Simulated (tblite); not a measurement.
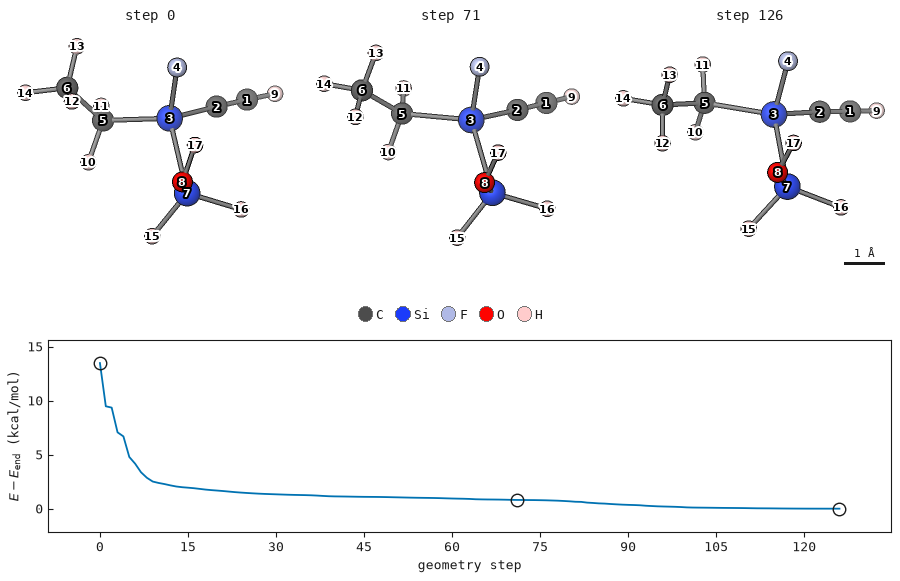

Frames of a relaxation of C4H9FOSi2, marked on the history of the run. The picture is a ball-and-stick view, seen from a free direction.

Level of theory: GFN2-xTB geometry optimisation, gas phase (tblite). 

> What happens along the run?

After 126 geometry steps the energy has fallen by 13.5 kcal/mol. The largest moves after the best rigid fit, 1.18 Å, are those of H12 and H13. By element the largest moves are H 1.18 Å, F 0.50 Å, C 0.46 Å, O 0.27 Å, Si 0.22 Å. Some distances before and after: Si3–Si7 2.219 → 2.305 Å, Si7–O8 1.696 → 1.626 Å, Si3–C5 1.839 → 1.908 Å, Si3–F4 1.701 → 1.640 Å. Bond angles that change, for instance: Si7–O8–H17 108.9° → 123.0°, O8–Si7–H15 112.5° → 100.3°, F4–Si3–C5 112.4° → 104.9°. Groups turn about Si3–C5 by about 50°. From step 0 to 71: H12 moves most (0.61 Å), energy −12.7 kcal/mol. From step 71 to 126: H atoms move most (0.73 Å), energy −0.81 kcal/mol.
